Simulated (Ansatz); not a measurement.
Molecular dynamics, with input and output: C$_{3}$H$_{6}$F$_{2}$Si (part 2 of 2)

C$_{3}$H$_{6}$F$_{2}$Si; RKS r2SCAN-d3bjatm/def2-SVP (Ansatz 0.2.0). The geometry comes from this level: PBE0-D4/def2-TZVP.

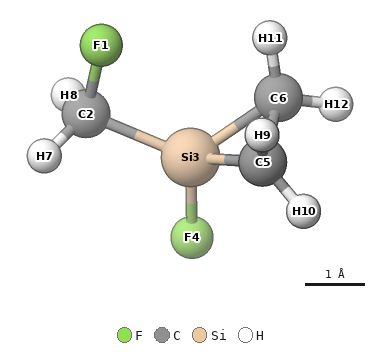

The geometry at step 21 of the log (ball-and-stick view, seen at a tilt; atoms are numbered from 1 in the order of the input).

Trajectory as extended XYZ, continued
```
12
Properties=species:S:1:pos:R:3:forces:R:3 step=12 time_fs=12.0 energy=-16505.87575 temperature=400.7
F     0.5862   -1.7224    1.3165   -0.2212  -0.1896   1.2061
C     0.7328   -1.7574   -0.0329    0.0596  -1.0474  -1.0604
Si    0.1241   -0.1233   -0.6398   -1.9756   2.3209   1.1207
F     0.1765    0.0176   -2.2311    0.0434  -0.2648  -1.2698
C     0.1866    1.5110    0.2692    0.5194  -0.5580  -0.9776
C    -1.2793    0.8494    0.2874    3.2492  -2.2446   1.6303
H     1.7837   -1.9317   -0.2738    0.5832   0.0855  -0.1040
H     0.2213   -2.6524   -0.4923   -0.0501   0.6071   0.3895
H     0.8772    1.4234    1.1184   -0.6560   0.3234   0.6180
H     0.4330    2.4272   -0.3286   -0.5232  -0.5929   0.3339
H    -1.5109    0.4060    1.3051    0.1450   0.4617  -0.9347
H    -2.1287    1.2946   -0.1390   -1.1737   1.0988  -0.9519
12
Properties=species:S:1:pos:R:3:forces:R:3 step=13 time_fs=13.0 energy=-16505.91280 temperature=446.1
F     0.5843   -1.7199    1.3168   -0.0890  -0.3167   0.6752
C     0.7365   -1.7669   -0.0446   -0.3096  -0.6758  -0.7943
Si    0.1200   -0.1201   -0.6358   -1.8644   2.1071   0.8624
F     0.1708    0.0237   -2.2346    0.0207  -0.2725  -0.9986
C     0.1838    1.5155    0.2636    0.9879  -0.3837  -0.3942
C    -1.2749    0.8469    0.2985    2.9299  -2.2005   1.7270
H     1.7819   -1.9197   -0.2996    0.7526   0.0032  -0.0058
H     0.2235   -2.6567   -0.5155   -0.0199   0.6164   0.5208
H     0.8708    1.4413    1.1440   -0.9700   0.3806  -0.0143
H     0.4210    2.4418   -0.3420   -0.5629  -0.8451   0.5171
H    -1.5033    0.3964    1.3286    0.2164   0.6224  -1.2443
H    -2.1230    1.3106   -0.1201   -1.0916   0.9647  -0.8511
12
Properties=species:S:1:pos:R:3:forces:R:3 step=14 time_fs=14.0 energy=-16505.98089 temperature=467.2
F     0.5824   -1.7170    1.3174    0.0319  -0.4355   0.1909
C     0.7399   -1.7774   -0.0563   -0.4169  -0.1598  -0.5116
Si    0.1154   -0.1154   -0.6317   -1.7093   1.8153   0.6163
F     0.1648    0.0286   -2.2375   -0.0025  -0.2704  -0.7530
C     0.1812    1.5197    0.2583    1.3385  -0.4063   0.3331
C    -1.2692    0.8413    0.3101    2.0510  -1.6305   1.2661
H     1.7867   -1.9049   -0.3236    0.7016  -0.0674   0.1121
H     0.2244   -2.6564   -0.5333   -0.0333   0.4915   0.5650
H     0.8606    1.4626    1.1730   -1.2098   0.3976  -0.6165
H     0.4037    2.4485   -0.3480   -0.5341  -0.8445   0.5275
H    -1.4914    0.3923    1.3428    0.2112   0.6423  -1.2646
H    -2.1273    1.3388   -0.1049   -0.4281   0.4677  -0.4653
12
Properties=species:S:1:pos:R:3:forces:R:3 step=15 time_fs=15.0 energy=-16506.04961 temperature=554.1
F     0.5805   -1.7137    1.3186    0.1468  -0.5311  -0.2723
C     0.7428   -1.7878   -0.0690   -0.2325   0.4751  -0.1493
Si    0.1106   -0.1105   -0.6274   -1.5230   1.5128   0.3588
F     0.1592    0.0332   -2.2405   -0.0261  -0.2634  -0.5072
C     0.1789    1.5242    0.2534    1.4846  -0.5414   0.9800
C    -1.2613    0.8334    0.3218    1.0495  -0.7076   0.3510
H     1.7971   -1.8886   -0.3471    0.4386  -0.1330   0.2543
H     0.2242   -2.6519   -0.5429   -0.1167   0.2115   0.4881
H     0.8406    1.4924    1.1984   -1.2609   0.3503  -1.0098
H     0.3831    2.4500   -0.3484   -0.4726  -0.6667   0.3976
H    -1.4746    0.3957    1.3418    0.1222   0.4657  -0.8542
H    -2.1363    1.3711   -0.0911    0.3902  -0.1721  -0.0369
12
Properties=species:S:1:pos:R:3:forces:R:3 step=16 time_fs=16.0 energy=-16506.07241 temperature=610.7
F     0.5788   -1.7096    1.3202    0.2520  -0.6088  -0.7137
C     0.7460   -1.7979   -0.0827    0.1052   1.1113   0.2263
Si    0.1056   -0.1055   -0.6233   -1.2981   1.1919   0.0856
F     0.1541    0.0385   -2.2440   -0.0539  -0.2544  -0.2575
C     0.1771    1.5289    0.2481    1.4011  -0.8455   1.4953
C    -1.2508    0.8247    0.3339    0.1983   0.4100  -1.0018
H     1.8123   -1.8753   -0.3692    0.0343  -0.1959   0.4063
H     0.2215   -2.6474   -0.5483   -0.2091  -0.0946   0.3694
H     0.8095    1.5282    1.2126   -1.0992   0.2663  -1.1164
H     0.3598    2.4432   -0.3471   -0.3774  -0.2593   0.1060
H    -1.4543    0.4078    1.3267   -0.0569   0.0521   0.1042
H    -2.1464    1.4006   -0.0765    1.1036  -0.7731   0.2963
12
Properties=species:S:1:pos:R:3:forces:R:3 step=17 time_fs=17.0 energy=-16506.02486 temperature=623.0
F     0.5771   -1.7054    1.3214    0.3254  -0.6717  -1.0847
C     0.7490   -1.8063   -0.0960    0.4833   1.6546   0.5467
Si    0.0999   -0.1001   -0.6195   -1.0365   0.8517  -0.1862
F     0.1487    0.0445   -2.2475   -0.0850  -0.2434  -0.0182
C     0.1773    1.5326    0.2422    1.0607  -1.2530   1.7604
C    -1.2397    0.8163    0.3454   -0.2918   1.4535  -2.5039
H     1.8297   -1.8689   -0.3857   -0.4145  -0.2421   0.5299
H     0.2151   -2.6418   -0.5541   -0.2809  -0.3567   0.2668
H     0.7664    1.5680    1.2131   -0.7061   0.1800  -0.8699
H     0.3327    2.4308   -0.3474   -0.2637   0.3020  -0.2978
H    -1.4315    0.4255    1.3100   -0.2883  -0.5009   1.4101
H    -2.1497    1.4228   -0.0567    1.4973  -1.1740   0.4467
12
Properties=species:S:1:pos:R:3:forces:R:3 step=18 time_fs=18.0 energy=-16505.96169 temperature=623.8
F     0.5751   -1.7014    1.3229    0.3891  -0.7125  -1.3858
C     0.7513   -1.8121   -0.1079    0.6797   2.0661   0.8192
Si    0.0937   -0.0940   -0.6163   -0.7557   0.5042  -0.4504
F     0.1430    0.0503   -2.2516   -0.1154  -0.2306   0.2165
C     0.1790    1.5349    0.2367    0.5698  -1.5128   1.5719
C    -1.2281    0.8086    0.3555   -0.5096   2.0642  -3.4639
H     1.8414   -1.8654   -0.3993   -0.7020  -0.2857   0.6057
H     0.2056   -2.6362   -0.5580   -0.3186  -0.5361   0.1897
H     0.7131    1.6118    1.2035   -0.1127   0.1273  -0.2536
H     0.3001    2.4225   -0.3502   -0.1837   0.7344  -0.6391
H    -1.4074    0.4396    1.3061   -0.4405  -0.8894   2.3545
H    -2.1358    1.4356   -0.0337    1.4997  -1.3291   0.4352
12
Properties=species:S:1:pos:R:3:forces:R:3 step=19 time_fs=19.0 energy=-16505.95839 temperature=647.5
F     0.5736   -1.6979    1.3235    0.4459  -0.7273  -1.6043
C     0.7541   -1.8152   -0.1186    0.5661   2.2841   1.0453
Si    0.0876   -0.0874   -0.6131   -0.4527   0.1450  -0.7452
F     0.1382    0.0559   -2.2566   -0.1444  -0.2150   0.4687
C     0.1819    1.5360    0.2318    0.1216  -1.4046   0.9446
C    -1.2162    0.8029    0.3632   -0.6007   1.9887  -3.2508
H     1.8449   -1.8627   -0.4087   -0.7400  -0.3302   0.6091
H     0.1942   -2.6335   -0.5589   -0.2800  -0.5725   0.1567
H     0.6554    1.6600    1.1921    0.5245   0.1369   0.5541
H     0.2659    2.4230   -0.3570   -0.1608   0.7983  -0.7572
H    -1.3824    0.4453    1.3221   -0.4067  -0.8813   2.2815
H    -2.1047    1.4368   -0.0101    1.1272  -1.2221   0.2974
12
Properties=species:S:1:pos:R:3:forces:R:3 step=20 time_fs=20.0 energy=-16505.99675 temperature=718.2
F     0.5727   -1.6952    1.3224    0.4993  -0.7067  -1.7381
C     0.7576   -1.8158   -0.1290    0.1758   2.2821   1.2364
Si    0.0817   -0.0803   -0.6103   -0.1318  -0.2265  -1.0266
F     0.1342    0.0617   -2.2616   -0.1740  -0.1956   0.7037
C     0.1856    1.5361    0.2274   -0.1491  -0.9894   0.2637
C    -1.2043    0.7980    0.3693   -0.4504   1.2054  -1.7999
H     1.8429   -1.8625   -0.4128   -0.5873  -0.3671   0.5433
H     0.1807   -2.6353   -0.5543   -0.1446  -0.4516   0.1536
H     0.6013    1.7145    1.1839    0.9996   0.1781   1.2135
H     0.2310    2.4303   -0.3661   -0.1599   0.5599  -0.6977
H    -1.3627    0.4451    1.3601   -0.2051  -0.5096   1.1475
H    -2.0600    1.4251    0.0142    0.3273  -0.7788   0.0004
12
Properties=species:S:1:pos:R:3:forces:R:3 step=21 time_fs=21.0 energy=-16505.96045 temperature=666.3
F     0.5709   -1.6935    1.3199    0.5558  -0.6606  -1.8160
C     0.7616   -1.8148   -0.1389   -0.4152   2.0961   1.3950
Si    0.0761   -0.0734   -0.6079    0.1986  -0.5934  -1.3361
F     0.1303    0.0679   -2.2674   -0.2050  -0.1819   0.9400
C     0.1893    1.5357    0.2235   -0.1585  -0.3277   0.0170
C    -1.1927    0.7929    0.3743    0.0762   0.0363   0.1109
H     1.8383   -1.8643   -0.4134   -0.3142  -0.3965   0.4391
H     0.1669   -2.6423   -0.5458    0.0770  -0.1933   0.1738
H     0.5570    1.7679    1.1845    1.1735   0.1592   1.3169
H     0.1930    2.4431   -0.3743   -0.1311   0.1482  -0.5272
H    -1.3480    0.4411    1.4093    0.0097  -0.0778  -0.2737
H    -2.0094    1.4053    0.0361   -0.8669  -0.0087  -0.4399
12
Properties=species:S:1:pos:R:3:forces:R:3 step=22 time_fs=22.0 energy=-16505.81354 temperature=607.8
F     0.5684   -1.6932    1.3155    0.5942  -0.6066  -1.8304
C     0.7652   -1.8136   -0.1482   -0.9807   1.9066   1.5536
Si    0.0697   -0.0672   -0.6056    0.5541  -0.9733  -1.7344
F     0.1258    0.0744   -2.2741   -0.2376  -0.1786   1.1853
C     0.1923    1.5345    0.2188    0.0652   0.6777   0.3962
C    -1.1806    0.7886    0.3786    0.7412  -1.0988   1.7253
H     1.8344   -1.8694   -0.4087   -0.0270  -0.4086   0.3129
H     0.1562   -2.6502   -0.5366    0.2709   0.0394   0.1633
H     0.5251    1.8180    1.1965    1.0676  -0.0333   0.7076
H     0.1542    2.4605   -0.3834   -0.0510  -0.4016  -0.2582
H    -1.3326    0.4340    1.4530    0.1373   0.2192  -1.3270
H    -1.9649    1.3864    0.0543   -2.1341   0.8578  -0.8943
12
Properties=species:S:1:pos:R:3:forces:R:3 step=23 time_fs=23.0 energy=-16505.63921 temperature=517.1
F     0.5660   -1.6936    1.3095    0.6195  -0.5438  -1.7844
C     0.7684   -1.8124   -0.1564   -1.5076   1.6993   1.6849
Si    0.0630   -0.0617   -0.6041    0.9209  -1.3532  -2.1479
F     0.1206    0.0807   -2.2805   -0.2712  -0.1818   1.3858
C     0.1947    1.5336    0.2124    0.3088   1.7118   1.1462
C    -1.1677    0.7839    0.3841    0.9632  -1.6988   2.6527
H     1.8309   -1.8793   -0.4015    0.2541  -0.4027   0.1844
H     0.1474   -2.6592   -0.5252    0.4410   0.2607   0.1285
H     0.5060    1.8676    1.2122    0.8675  -0.3632  -0.2053
H     0.1140    2.4747   -0.3933    0.0694  -0.8442  -0.0498
H    -1.3166    0.4247    1.4820    0.1922   0.3699  -1.8739
H    -1.9380    1.3727    0.0669   -2.8578   1.3461  -1.1212
12
Properties=species:S:1:pos:R:3:forces:R:3 step=24 time_fs=24.0 energy=-16505.57337 temperature=479.4
F     0.5637   -1.6937    1.3031    0.6373  -0.4747  -1.7135
C     0.7707   -1.8097   -0.1636   -1.8452   1.5267   1.8041
Si    0.0565   -0.0572   -0.6036    1.2635  -1.6617  -2.5079
F     0.1156    0.0873   -2.2856   -0.3055  -0.1892   1.5281
C     0.1978    1.5345    0.2057    0.4062   2.4679   1.8389
C    -1.1544    0.7777    0.3925    0.0208  -1.2062   2.5961
H     1.8286   -1.8899   -0.3951    0.4624  -0.3769   0.0873
H     0.1453   -2.6671   -0.5123    0.5168   0.3962   0.0512
H     0.4942    1.9133    1.2260    0.7142  -0.6789  -0.9941
H     0.0720    2.4787   -0.4067    0.2187  -1.0831   0.0806
H    -1.3017    0.4144    1.4925    0.1994   0.4009  -1.9453
H    -1.9390    1.3709    0.0683   -2.2887   0.8792  -0.8252
12
Properties=species:S:1:pos:R:3:forces:R:3 step=25 time_fs=25.0 energy=-16505.59145 temperature=517.4
F     0.5619   -1.6937    1.2955    0.6304  -0.4082  -1.6214
C     0.7714   -1.8055   -0.1701   -1.6401   1.5050   1.8965
Si    0.0504   -0.0535   -0.6051    1.5688  -1.8685  -2.7637
F     0.1107    0.0941   -2.2898   -0.3376  -0.1940   1.6061
C     0.2020    1.5369    0.2006    0.3544   2.8363   2.2383
C    -1.1402    0.7707    0.4033   -1.6118  -0.0089   1.7485
H     1.8332   -1.8991   -0.3899    0.3710  -0.3043   0.0594
H     0.1558   -2.6699   -0.5009    0.3904   0.3085  -0.0927
H     0.4857    1.9519    1.2325    0.6549  -0.8866  -1.4563
H     0.0324    2.4712   -0.4216    0.3663  -1.1213   0.1342
H    -1.2837    0.4057    1.4850    0.1388   0.3079  -1.5687
H    -1.9626    1.3783    0.0581   -0.8855  -0.1659  -0.1801
12
Properties=species:S:1:pos:R:3:forces:R:3 step=26 time_fs=26.0 energy=-16505.59713 temperature=560.1
F     0.5617   -1.6943    1.2868    0.6009  -0.3478  -1.5167
C     0.7709   -1.8007   -0.1759   -1.0269   1.5114   1.9121
Si    0.0451   -0.0505   -0.6091    1.8202  -1.9223  -2.8598
F     0.1054    0.1004   -2.2933   -0.3675  -0.1938   1.6210
C     0.2069    1.5420    0.1980    0.1723   2.7483   2.2420
C    -1.1264    0.7631    0.4157   -2.8709   1.1756   0.3665
H     1.8452   -1.9077   -0.3870   -0.0183  -0.1880   0.0896
H     0.1725   -2.6711   -0.4941    0.1881   0.1365  -0.2364
H     0.4810    1.9825    1.2254    0.6781  -0.9422  -1.5198
H    -0.0054    2.4549   -0.4354    0.4882  -0.9845   0.1033
H    -1.2613    0.4021    1.4611   -0.0175   0.0250  -0.6292
H    -1.9926    1.3820    0.0403    0.3533  -1.0183   0.4274
12
Properties=species:S:1:pos:R:3:forces:R:3 step=27 time_fs=27.0 energy=-16505.55673 temperature=557.4
F     0.5626   -1.6959    1.2773    0.5562  -0.2908  -1.3970
C     0.7691   -1.7950   -0.1809   -0.3718   1.3843   1.8440
Si    0.0402   -0.0483   -0.6138    2.0155  -1.8107  -2.8114
F     0.0999    0.1063   -2.2960   -0.3985  -0.1929   1.6022
C     0.2123    1.5507    0.1977   -0.1084   2.1441   1.8312
C    -1.1148    0.7567    0.4286   -3.4370   2.1692  -1.4354
H     1.8589   -1.9164   -0.3858   -0.4914  -0.0522   0.1294
H     0.1874   -2.6738   -0.4924    0.0517   0.0581  -0.3227
H     0.4838    2.0028    1.2034    0.7603  -0.7987  -1.1838
H    -0.0419    2.4286   -0.4505    0.5724  -0.6600  -0.0102
H    -1.2350    0.4059    1.4308   -0.2693  -0.4725   0.8683
H    -2.0168    1.3770    0.0190    1.1203  -1.4779   0.8853
12
Properties=species:S:1:pos:R:3:forces:R:3 step=28 time_fs=28.0 energy=-16505.49797 temperature=549.8
F     0.5644   -1.6982    1.2671    0.4934  -0.2388  -1.2329
C     0.7663   -1.7892   -0.1838    0.1417   1.1337   1.7060
Si    0.0355   -0.0467   -0.6191    2.1704  -1.5864  -2.6350
F     0.0945    0.1128   -2.2976   -0.4278  -0.1930   1.5449
C     0.2173    1.5622    0.1997   -0.4487   1.0696   1.0687
C    -1.1057    0.7513    0.4408   -3.4917   2.8365  -3.0637
H     1.8697   -1.9271   -0.3826   -0.8733   0.0882   0.1391
H     0.1991   -2.6780   -0.4941   -0.0147   0.0859  -0.3550
H     0.4953    2.0124    1.1717    0.9063  -0.4439  -0.4707
H    -0.0723    2.3954   -0.4650    0.5770  -0.1756  -0.2163
H    -1.2076    0.4068    1.4090   -0.4907  -0.9987   2.3655
H    -2.0316    1.3566    0.0072    1.4580  -1.5774   1.1495
12
Properties=species:S:1:pos:R:3:forces:R:3 step=29 time_fs=29.0 energy=-16505.50717 temperature=581.3
F     0.5663   -1.7007    1.2560    0.4273  -0.1927  -1.0129
C     0.7634   -1.7830   -0.1844    0.3572   0.7533   1.4766
Si    0.0315   -0.0456   -0.6260    2.2898  -1.3041  -2.3250
F     0.0887    0.1201   -2.2983   -0.4492  -0.1922   1.4268
C     0.2208    1.5756    0.2034   -0.8523  -0.2735  -0.0048
C    -1.0978    0.7474    0.4514   -3.3226   2.8855  -3.4429
H     1.8733   -1.9358   -0.3785   -1.0463   0.1985   0.1160
H     0.2064   -2.6842   -0.4985    0.0194   0.2627  -0.3257
H     0.5121    2.0177    1.1351    1.1567   0.0892   0.5725
H    -0.0950    2.3625   -0.4790    0.5042   0.3439  -0.4691
H    -1.1860    0.3973    1.4095   -0.5365  -1.1720   2.7724
H    -2.0349    1.3205    0.0085    1.4526  -1.3986   1.2160
12
Properties=species:S:1:pos:R:3:forces:R:3 step=30 time_fs=30.0 energy=-16505.63163 temperature=684.5
F     0.5680   -1.7041    1.2445    0.3579  -0.1480  -0.7157
C     0.7611   -1.7753   -0.1822    0.1660   0.3010   1.1621
Si    0.0285   -0.0441   -0.6341    2.3650  -1.0273  -1.8963
F     0.0814    0.1276   -2.2981   -0.4597  -0.1885   1.2467
C     0.2231    1.5894    0.2070   -1.1849  -1.4660  -0.8297
C    -1.0917    0.7464    0.4596   -2.8872   2.1226  -2.0837
H     1.8644   -1.9412   -0.3723   -0.8753   0.2523   0.0424
H     0.2082   -2.6890   -0.5060    0.1281   0.5473  -0.2473
H     0.5369    2.0288    1.1055    1.3598   0.5266   1.3683
H    -0.1093    2.3321   -0.4948    0.3890   0.8237  -0.7207
H    -1.1713    0.3780    1.4399   -0.4184  -0.7681   1.5748
H    -2.0234    1.2739    0.0168    1.0597  -0.9755   1.0992
```

This output came from the following input.

Input
```yaml
crystal:
  periodic: [false, false, false]
  atoms:
    - {symbol: F, position_ang: [0.621112, -1.756876, 1.378249]}
    - {symbol: C, position_ang: [0.743784, -1.735858, -0.004379]}
    - {symbol: Si, position_ang: [0.102781, -0.086374, -0.644920]}
    - {symbol: F, position_ang: [0.253332, -0.085298, -2.235393]}
    - {symbol: C, position_ang: [0.220451, 1.457591, 0.300962]}
    - {symbol: C, position_ang: [-1.232210, 0.839179, 0.163479]}
    - {symbol: H, position_ang: [1.797025, -1.885312, -0.263437]}
    - {symbol: H, position_ang: [0.174942, -2.575053, -0.417833]}
    - {symbol: H, position_ang: [0.635622, 1.460117, 1.304200]}
    - {symbol: H, position_ang: [0.362947, 2.406018, -0.208198]}
    - {symbol: H, position_ang: [-1.675733, 0.474729, 1.085076]}
    - {symbol: H, position_ang: [-1.926855, 1.432039, -0.423904]}
basis:
  gaussian: {orbitals: def2-SVP}
hamiltonian: {xc: {name: r2SCAN}, dispersion: d3bjatm}
md: {timestep: 1 fs, n_steps: 30, ensemble: nvt_langevin, temperature: 700, initial_velocities: maxwell_boltzmann, friction: 0.01, seed: 692}
```

Launch command:
```bash
ansatz run in.yaml --threads 4 --pin off --events-out ev --progress --plain --max-ram 10444MiB
```

Summary

```tsv
quantity	value
outcome	finished
mean temperature over the second half	594 K
trajectory	30 steps, 30 fs
ensemble	nvt_langevin
temperature in the input	700 K
time step	1 fs
potential energy (last step)	−16505.6316 eV
mean-field energy (last step)	−16505.5642 eV
dispersion energy (last step)	−0.0674 eV
SCF solution under orbital rotations (last step)	stable
largest force (length of the vector) (last step)	4.145 eV/Å
dipole moment (last step)	0.61 D
hardware	4 threads of AMD EPYC, 23 GiB of memory available, shared host
wall time	61 s (CPU time 3.7 min)
peak memory	0.53 GiB
```

Remarks

So short a trajectory is not equilibrated. The logged temperature at the start can lie below the typed one, since it is counted over all degrees of freedom.
